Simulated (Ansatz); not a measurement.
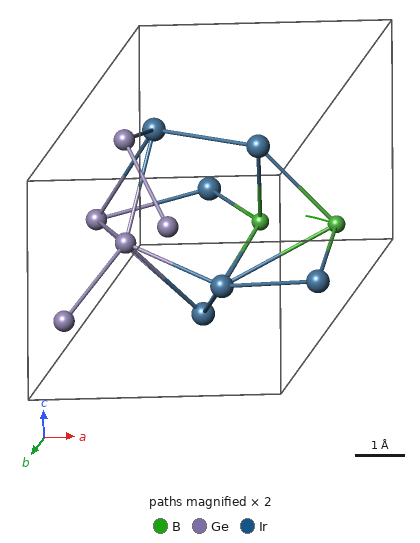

First-principles dynamics of an amorphous cell of composition Ge$_{5}$B$_{2}$Ir$_{6}$ (13 atoms in the cell), 20 fs long. Lines trace each atom's path, in the colour of its element; spheres stand at the starting positions. The excursions are magnified 2 times. Seen from a free direction in the simulation cell.

Theory: Ansatz, DFT, PAW plane waves, PBE. Run with plane-wave cutoff 420 eV; k-point mesh 3 × 3 × 3; Gaussian smearing 0.1 eV; constant energy (NVE); velocities drawn for 600 K; time step 0.5 fs.

Input
```yaml
crystal:
  lattice:
    - [5.396741, 0.545753, 0.406758]
    - [-1.752552, 5.981588, 0.400722]
    - [0.489839, -0.164905, 5.505379]
  atoms:
    - { symbol: B, position: [0.969645, 0.431085, 0.373045] }
    - { symbol: Ge, position: [0.167348, 0.129533, 0.169587] }
    - { symbol: Ge, position: [0.00798, 0.154431, 0.588807] }
    - { symbol: Ge, position: [0.258475, 0.966166, 0.793165] }
    - { symbol: B, position: [0.763183, 0.643773, 0.541141] }
    - { symbol: Ge, position: [0.030688, 0.747007, 0.180596] }
    - { symbol: Ge, position: [0.254773, 0.700643, 0.498256] }
    - { symbol: Ir, position: [0.579675, 0.575036, 0.202592] }
    - { symbol: Ir, position: [0.284148, 0.509761, 0.879992] }
    - { symbol: Ir, position: [0.832031, 0.290012, 0.016263] }
    - { symbol: Ir, position: [0.596539, 0.286549, 0.636923] }
    - { symbol: Ir, position: [0.676579, 0.901011, 0.87619] }
    - { symbol: Ir, position: [0.680343, 0.968793, 0.352996] }
kpoints:
  mp_grid: { grid: [3, 3, 3] }
magnetization:
  spin_polarized: false
scf:
  occupations: { method: gaussian, width: 0.1 }
hamiltonian:
  pseudopotentials: { kind: paw }
  xc: pbe
basis:
  ecutwfc: 420
md:
  timestep: 0.5
  n_steps: 40
  ensemble: nve
  temperature: 600.0
  initial_velocities: maxwell_boltzmann
  seed: 755534
```

Launched with:
```bash
ansatz run input.yaml --threads 2 --pin off --max-ram 2560MiB --backend cpu --events-out ev --progress --plain --runs-dir out
```

Q: Describe the motion.

A: Root-mean-square distances from the starting positions over the second half, with the common drift of all atoms taken out: B 0.17 Å, Ge 0.07 Å, Ir 0.06 Å. The run lasts only 20 fs, too short to tell vibration from diffusion. Over the second half the temperature averages 1283 K (spread ±219 K). It is well above the start because potential energy is released as heat. The potential energy is still drifting at the end, so the run hasn't reached equilibrium. The potential energy in the second half lies on average 81.6 meV per atom below the first frame.

Limits of the set-up: the k-point mesh is coarse for a cell with partly filled bands; the periodic images lie only 5.4 Å apart, so the values are limited by the cell's size.

The run took of the order of 20 core-minutes on a shared host.
